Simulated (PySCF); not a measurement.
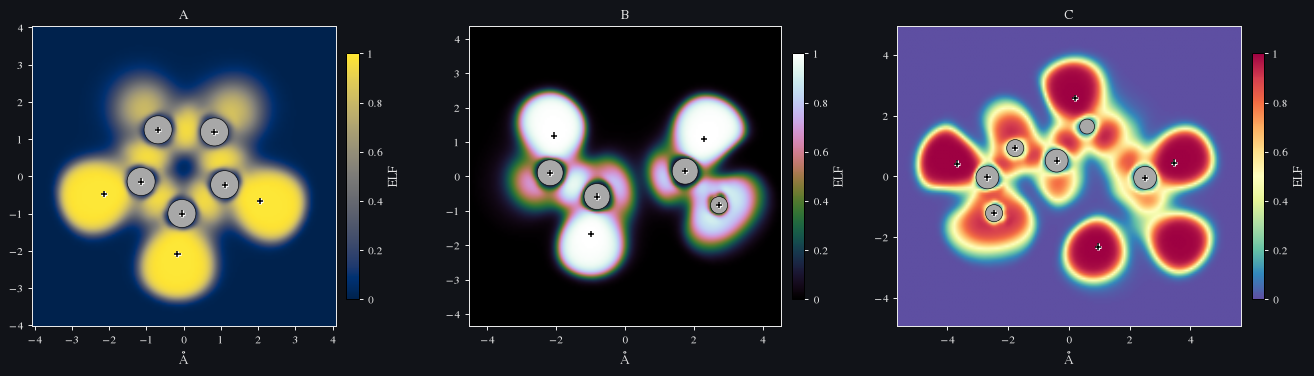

The electron localisation function of 3 systems, each on a plane through atoms (crosses mark nuclei in the plane; grey discs cover the cores).

Theory: PySCF, PBE0/pcSseg-1, SCF density, gas phase, non-relativistic.

System 1: C4H8FNSi2, the plane of atoms C1, C2 and H12. Geometry: GFN2-xTB.

```xyz
16

C    -1.0190   -1.4585    0.9514
C    -0.4157   -0.0586    0.8806
Si   -1.1599    1.1734   -0.4142
C     0.6686    1.5061   -0.9859
F     1.1248    2.7737   -0.6209
Si    1.3657    0.1113    0.1638
C     1.7749   -1.3774   -0.8850
N     2.0023   -2.2984   -1.5270
H    -0.4732   -2.0840    1.6564
H    -2.0580   -1.4124    1.2737
H    -0.9857   -1.9439   -0.0215
H    -0.4606    0.3727    1.8846
H    -1.9448    0.5223   -1.4605
H    -1.8216    2.3529    0.1313
H     0.8820    1.4239   -2.0538
H     2.5127    0.4057    1.0156
```

System 2: C5H7 (SMILES C1=CCC[CH+]1) (charge +1), the plane of atoms C2, C1 and C5. Geometry: GFN2-xTB, MD frame at 250 fs, 200 K.

| atom | x (Å) | y (Å) | z (Å) |
| --- | --- | --- | --- |
| C | 0.2550 | 1.5025 | 0.0666 |
| C | -1.1106 | 1.3021 | 0.1920 |
| C | -1.4511 | -0.0558 | 0.5660 |
| C | -0.1075 | -0.7581 | 0.5492 |
| C | 0.8843 | 0.2715 | 0.2260 |
| H | 0.8072 | 2.3904 | -0.2545 |
| H | -1.8003 | 2.0738 | -0.0641 |
| H | -2.2326 | -0.4227 | -0.1262 |
| H | -2.0119 | -0.0051 | 1.5104 |
| H | -0.0573 | -1.6231 | -0.1158 |
| H | 0.0208 | -1.1944 | 1.5607 |
| H | 1.9134 | 0.1278 | 0.1138 |

System 3: C9H14O2, the plane of atoms O3, C2 and H12. Geometry: PBE0-D3(BJ)/def2-SVP.

```xyz
25

O     2.0985   -2.4913    0.7294
C     2.9195   -1.6238    0.6285
O     2.7066   -0.3980    0.1626
C     1.3832   -0.0934   -0.2634
C     1.2407    1.2252   -1.0183
C    -0.1182    1.4087   -0.3053
C    -1.3067    0.8547   -1.0937
C    -2.3407    0.1857   -0.1951
C    -1.7132   -0.9670    0.5816
C    -0.5949   -0.4788    1.4972
C     0.3941    0.4289    0.7873
H     3.9883   -1.7286    0.9101
H     0.9825   -0.9554   -0.8170
H     1.2537    1.1982   -2.1181
H     1.9910    1.9458   -0.6617
H    -0.3415    2.4249    0.0548
H    -0.9536    0.1050   -1.8245
H    -1.7620    1.6615   -1.6905
H    -2.7582    0.9251    0.5131
H    -3.1869   -0.1747   -0.8018
H    -1.3169   -1.7118   -0.1318
H    -2.4750   -1.4937    1.1778
H    -1.0463    0.0889    2.3301
H    -0.0609   -1.3305    1.9469
H     0.9866    1.0005    1.5208
```

**Which map belongs to which system?**

Panel A is system 2, C5H7: the plane holds C and H. C–C (1.39 Å): the ELF peaks at about 0.95 between the atoms; a covalent bond. Panel B is system 1, C4H8FNSi2: the plane holds C, F and H. C–F (1.40 Å): the ELF peaks at about 0.80 between the atoms, as expected for a shared but strongly polarised pair. Panel C is system 3, C9H14O2: the plane holds O, C and H. C–O (1.20 Å): the ELF peaks at about 0.85 between the atoms (a short, multiple covalent bond).
